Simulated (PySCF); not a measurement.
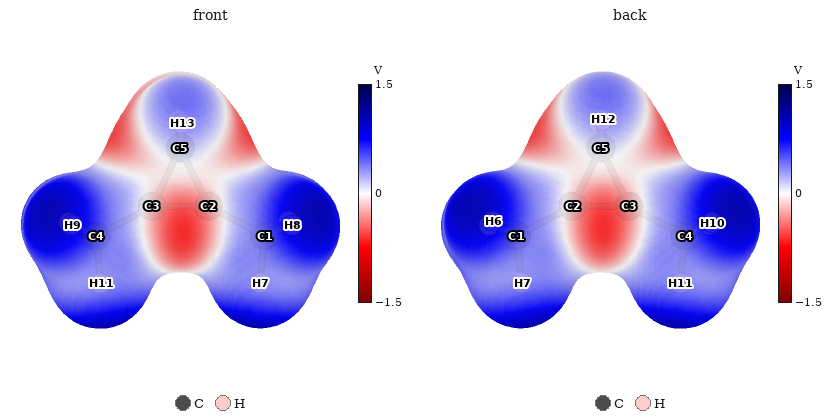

Figure 1: C$_{5}$H$_{8}$. The electrostatic potential painted on the density surface at 0.004 e/bohr³, seen from the front and from behind; red is negative and blue positive.

Geometry: PBE0-D3(BJ)/def2-SVP.

Computed with CAM-B3LYP/def2-SVPD, SCF density, gas phase (PySCF).

| atom | x (Å) | y (Å) | z (Å) |
| --- | --- | --- | --- |
| C | -1.9126 | 1.1398 | -1.1276 |
| C | -0.5747 | 0.6641 | -0.7399 |
| C | 0.7202 | 0.6563 | -0.8557 |
| C | 1.9766 | 1.1152 | -1.4695 |
| C | 0.1548 | -0.2660 | 0.1844 |
| H | -2.5408 | 0.2987 | -1.4648 |
| H | -1.8618 | 1.8833 | -1.9362 |
| H | -2.4293 | 1.5941 | -0.2663 |
| H | 2.6513 | 1.5336 | -0.7046 |
| H | 2.5126 | 0.2705 | -1.9338 |
| H | 1.8007 | 1.8819 | -2.2379 |
| H | 0.1306 | -1.3557 | 0.0022 |
| H | 0.2508 | -0.0167 | 1.2563 |

### Which sites attract a positive test charge, and which a negative one?

A positive charge is drawn to the negative regions and a negative charge to the positive ones. The most negative region (about −0.6 V, or −14 kcal/mol for a unit charge) lies over the π face of C2 and C3, the most positive (about +1.1 V, or +25 kcal/mol for a unit charge) over the H atoms.
